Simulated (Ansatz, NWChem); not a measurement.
A ladder of methods for Si3NH9 (trisilylamine)

Si3NH9: 13 atoms, total charge 0, spin state singlet. SMILES: `[SiH3]N([SiH3])[SiH3]`. The coordinates come from a PBE0-D4/def2-TZVP relaxation.

Each level gives the HOMO–LUMO gap (eV). The values are calculated.

| level | kind | program | value (eV) | CPU time |
| --- | --- | --- | --- | --- |
| HF/6-31G* (spherical functions) | Hartree–Fock | Ansatz | 14.01 | 2.8 s |
| SVWN5/6-31G* (spherical functions) | LDA | NWChem | 5.05 | 40 s |
| BLYP/6-31G* (spherical functions) | GGA | Ansatz | 5.35 | 7.8 s |
| revPBE/6-31G* (spherical functions) | GGA | Ansatz | 5.37 | 7.8 s |
| B3LYP/6-31G* (spherical functions) | global hybrid | Ansatz | 7.08 | 9.7 s |
| CAM-B3LYP/6-31G* (spherical functions) | range-separated hybrid | Ansatz | 9.88 | 10 s |
| wB97M-V/6-31G* (spherical functions) | range-separated hybrid | Ansatz | 11.46 | 1.8 min |
| wB97X/6-31G* (spherical functions) | range-separated hybrid | Ansatz | 11.90 | 34 s |

The values span 5.05 to 14.01 eV. Orbital gaps aren't excitation energies; they tend to grow with the share of exact exchange. Times are those of the runs behind each value, whatever else they computed, on shared processors of several kinds: orders of magnitude only.

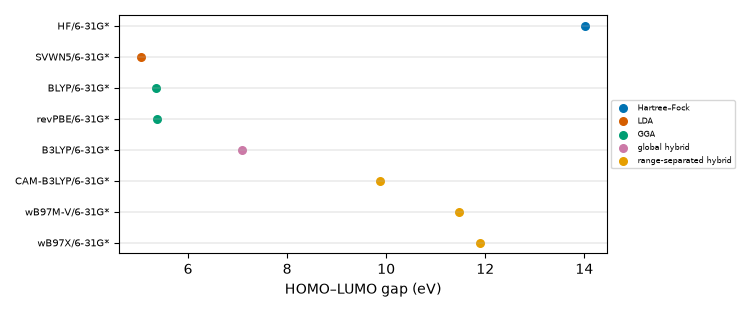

The values of the table, level by level.
